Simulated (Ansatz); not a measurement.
# SiH3S (SMILES [SiH2]S) at UCCSDT/STO-3G

What is the electronic atomisation energy of SiH3S at UCCSDT/STO-3G? 

The calculation is run with Ansatz 0.2.0.

31 further runs of the same task are left out: 31 set aside as unsound or not needed.

## 1. The structure to begin with

The species is SiH3S (5 atoms), meant as a doublet with charge 0. As SMILES, `[SiH2]S`. The shape is that of a PBE0-D4/def2-TZVP optimisation. This is one conformer, not always the lowest.

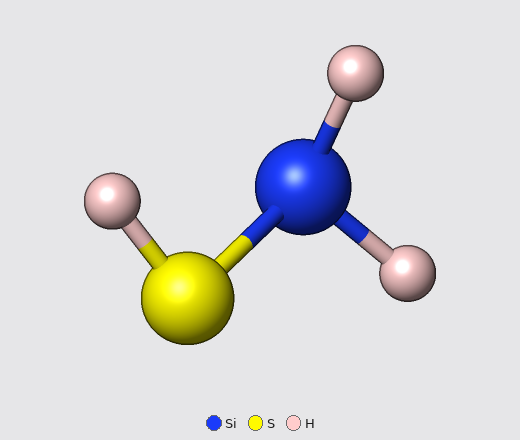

The structure, seen from a chosen angle (silicon blue, sulfur yellow, hydrogen pink).

## 2. The energy at UCCSDT/STO-3G

in.yaml

```yaml
crystal:
  periodic: [false, false, false]
  atoms:
    - {symbol: Si, position_ang: [-0.096300, -0.694000, -0.309300]}
    - {symbol: S, position_ang: [0.273100, 1.406000, -0.294500]}
    - {symbol: H, position_ang: [-0.094500, -1.256800, 1.073000]}
    - {symbol: H, position_ang: [-1.440300, -0.843200, -0.929900]}
    - {symbol: H, position_ang: [1.407800, 1.314300, 0.419300]}
basis:
  gaussian: {orbitals: STO-3G}
magnetization: {spin_polarized: true, initial_magnetization: 1}
correlation: {method: ccsdt, frozen_orbitals: {H: 0, S: 5, Si: 5}}
accuracy: high
scf: {omitted_lower_state_checks: [cluster_reference, increment]}
```

The run is started by

```bash
$ ansatz run in.yaml --threads 1 --pin off --max-ram 2610MiB --events-out events.jsonl --progress --plain --runs-dir runs
```

Log:

```text
Warning: RAYON_NUM_THREADS=1 ignored (pool sized by the plan → 1); use --threads N
Functional definition: HF
  name "HF"
  exchange = exact_x
  correlation = 0
these checks for a lower state are left out or cut short: cluster_reference, increment
364 factors; integrals over basis functions are off by at most 2.7e-8 eV
mean field evaluation 1: about -18515.8007 eV, gradient 8.9e0 eV
mean field evaluation 2: about -18515.8259 eV, gradient 8.9e0 eV
mean field evaluation 4: about -18516.7488 eV, gradient 1.0e0 eV
mean field evaluation 8: about -18516.7843 eV, gradient 1.1e-2 eV
mean field -18516.78430653 eV, -680.4792721377 hartree, gradient 8.1e-8 eV, S^2 0.752617; 0 other end points of the search recorded, 0 dependent functions left out
10 core orbitals not correlated: weight in the atoms' cores, before any rotation towards them, 1.000 or more for the frozen orbitals, at most 0.000 for the correlated occupied ones
reference -18516.78430653 eV, -680.4792721377 hartree; 7, 6 occupied and 4, 5 virtual orbitals, 364 factors
second order -1.48309501 eV of doubles, -0.00000000 eV of singles
cycle   1  -1.91199155 eV  change   -4.3e-1 eV  update   6.3e-2
cycle   2  -2.16940154 eV  change   -2.6e-1 eV  update   2.7e-2
cycle   3  -2.19747480 eV  change   -2.8e-2 eV  update   1.0e-2
cycle   4  -2.20500530 eV  change   -7.5e-3 eV  update   5.6e-3
cycle   5  -2.20459274 eV  change    4.1e-4 eV  update   2.3e-3
cycle   6  -2.20428907 eV  change    3.0e-4 eV  update   1.0e-3
cycle   7  -2.20415430 eV  change    1.3e-4 eV  update   3.7e-4
cycle   8  -2.20422990 eV  change   -7.6e-5 eV  update   1.5e-4
cycle   9  -2.20428743 eV  change   -5.8e-5 eV  update   6.9e-5
cycle  10  -2.20425879 eV  change    2.9e-5 eV  update   2.4e-5
cycle  11  -2.20425713 eV  change    1.7e-6 eV  update   1.0e-5
cycle  12  -2.20425539 eV  change    1.7e-6 eV  update   4.9e-6
cycle  13  -2.20425858 eV  change   -3.2e-6 eV  update   1.9e-6
cycle  14  -2.20426018 eV  change   -1.6e-6 eV  update   7.7e-7
cycle  15  -2.20425979 eV  change    3.9e-7 eV  update   3.3e-7
cycle  16  -2.20425959 eV  change    2.0e-7 eV  update   1.4e-7
cycle  17  -2.20425951 eV  change    7.7e-8 eV  update   6.5e-8
cycle  18  -2.20425952 eV  change   -8.1e-9 eV  update   3.7e-8
cycle  19  -2.20425953 eV  change   -8.0e-9 eV  update   2.0e-8
cycle  20  -2.20425948 eV  change    4.5e-8 eV  update   6.0e-8
cycle  21  -2.20425946 eV  change    1.7e-8 eV  update   2.5e-8
cycle  22  -2.20425947 eV  change   -2.4e-9 eV  update   9.7e-9
cycle  23  -2.20425947 eV  change   -2.5e-9 eV  update   4.4e-9
cycle  24  -2.20425947 eV  change   -1.4e-9 eV  update   1.7e-9
cycle  25  -2.20425947 eV  change  -1.5e-10 eV  update  5.7e-10
Total energy: -18518.98856600 eV, -680.5602771792 hartree
Checks for a lower state left out: cluster_reference, increment
```

Run time: 0.44 s. Hardware: 1 thread of Intel Xeon Platinum 8488C (Sapphire Rapids), shared host.

## 3. The H atom: the energy at UHF/STO-3G

input.yaml

```yaml
crystal:
  periodic: [false, false, false]
  atoms:
    - {symbol: H, position_ang: [0.000000, 0.000000, 0.000000]}
basis:
  gaussian: {orbitals: STO-3G}
magnetization: {spin_polarized: true, initial_magnetization: 1}
hamiltonian: {xc: hf}
accuracy: high
```

The run is started by

```bash
$ ansatz run input.yaml --threads 1 --pin off --max-ram 2610MiB --events-out events.jsonl --progress --plain --runs-dir runs
```

Log:

```text
Warning: RAYON_NUM_THREADS=1 ignored (pool sized by the plan → 1); use --threads N
[... 4 set-up lines as earlier in the session ...]
1 factors; integrals over basis functions are off by at most 4.6e-10 eV
mean field evaluation 1: about -12.6963 eV, gradient 0.0e0 eV
mean field evaluation 2: about -12.6963 eV, gradient 0.0e0 eV
mean field -12.69633895 eV, -0.4665818504 hartree, gradient 0.0e0 eV, S^2 0.750000; 0 other end points of the search recorded, 0 dependent functions left out
reference -12.69633895 eV, -0.4665818504 hartree; 1, 0 occupied and 0, 1 virtual orbitals, 1 factors
Total energy: -12.69633895 eV, -0.4665818504 hartree
```

It took 0.04 s on 1 thread of Intel Xeon Platinum 8488C (Sapphire Rapids), shared host.

## 4. The S atom

run.yaml

```yaml
basis:
  gaussian: {orbitals: STO-3G}
crystal:
  periodic: [false, false, false]
  atoms:
    - {symbol: S, position_ang: [0.000000, 0.000000, 0.000000]}
magnetization: {spin_polarized: true, initial_magnetization: 2}
correlation: {method: ccsdt, frozen_orbitals: {S: 5}}
accuracy: high
scf: {omitted_lower_state_checks: [cluster_reference, increment]}
```

Run the same way, it converges to -393.13022 Eh (log not shown).

## 5. The Si atom, same level

input.yaml

```yaml
crystal:
  periodic: [false, false, false]
  atoms:
    - {symbol: Si, position_ang: [0.000000, 0.000000, 0.000000]}
basis:
  gaussian:
    orbitals: STO-3G
magnetization:
  spin_polarized: true
  initial_magnetization: 2
correlation:
  method: ccsdt
  frozen_orbitals: {Si: 5}
accuracy: high
scf:
  omitted_lower_state_checks: [cluster_reference, increment]
```

The run is started by

```bash
$ ansatz run input.yaml --threads 1 --pin off --max-ram 2610MiB --events-out events.jsonl --progress --plain --runs-dir runs
```

Log:

```text
Warning: RAYON_NUM_THREADS=1 ignored (pool sized by the plan → 1); use --threads N
[... 4 set-up lines as earlier in the session ...]
these checks for a lower state are left out or cut short: cluster_reference, increment
42 factors; integrals over basis functions are off by at most 1.8e-9 eV
mean field evaluation 1: about -7767.9286 eV, gradient 9.3e-1 eV
mean field evaluation 2: about -7767.9294 eV, gradient 9.3e-1 eV
mean field evaluation 4: about -7767.9315 eV, gradient 4.9e-6 eV
mean field evaluation 8: about -7767.9253 eV, gradient 1.5e0 eV
mean field evaluation 16: about -7767.9315 eV, gradient 4.8e-4 eV
mean field -7767.93148641 eV, -285.4662168327 hartree, gradient 2.1e-9 eV, S^2 2.000003; 3 other end points of the search recorded, 0 dependent functions left out
5 core orbitals not correlated: weight in the atoms' cores, before any rotation towards them, 1.000 or more for the frozen orbitals, at most 0.000 for the correlated occupied ones
reference -7767.93148641 eV, -285.4662168327 hartree; 3, 1 occupied and 1, 3 virtual orbitals, 42 factors
second order -0.19861568 eV of doubles, 0.00000000 eV of singles
cycle   1  -0.29002694 eV  change   -9.1e-2 eV  update   3.3e-2
cycle   2  -0.36558834 eV  change   -7.6e-2 eV  update   1.5e-2
cycle   3  -0.36497862 eV  change    6.1e-4 eV  update   1.2e-4
cycle   4  -0.36498324 eV  change   -4.6e-6 eV  update   9.3e-7
cycle   5  -0.36498320 eV  change    3.9e-8 eV  update   7.8e-9
cycle   6  -0.36498320 eV  change   -3.4e-9 eV  update   1.3e-9
cycle   7  -0.36498321 eV  change   -2.8e-9 eV  update  5.6e-10
cycle   8  -0.36498321 eV  change   6.7e-12 eV  update  1.4e-12
Total energy: -7768.29646962 eV, -285.4796297181 hartree
Checks for a lower state left out: cluster_reference, increment
```

Wall time 0.18 s (1 thread of Intel Xeon Platinum 8488C (Sapphire Rapids), shared host).

## 6. Results

Level: UCCSDT/STO-3G, 10 core orbitals frozen.

| quantity | value |
| --- | --- |
| molecule: total energy | -680.56028 Eh |
| molecule: correlation energy (10 core orbitals frozen) | -81.0 mEh |
| molecule: ⟨S²⟩ of the reference determinant | 0.753 |
| molecule: T1 diagnostic | 0.013 |
| H atom: total energy | -0.46658 Eh |
| H atom: ⟨S²⟩ | 0.750 |
| S atom: total energy | -393.13022 Eh |
| S atom: correlation energy (5 core orbitals frozen) | 0.0 mEh |
| S atom: ⟨S²⟩ of the reference determinant | 2.000 |
| S atom: T1 diagnostic | 0.000 |
| Si atom: total energy | -285.47963 Eh |
| Si atom: correlation energy (5 core orbitals frozen) | -13.4 mEh |
| Si atom: ⟨S²⟩ of the reference determinant | 2.000 |
| Si atom: T1 diagnostic | 0.000 |
| electronic atomisation energy | 14.985 eV |

**Reading.** Taking the molecule apart into free atoms costs 14.98 eV (1446 kJ/mol), before zero-point energy and without spin-orbit coupling. In a minimal basis such a difference can be off by several eV, whatever the method.
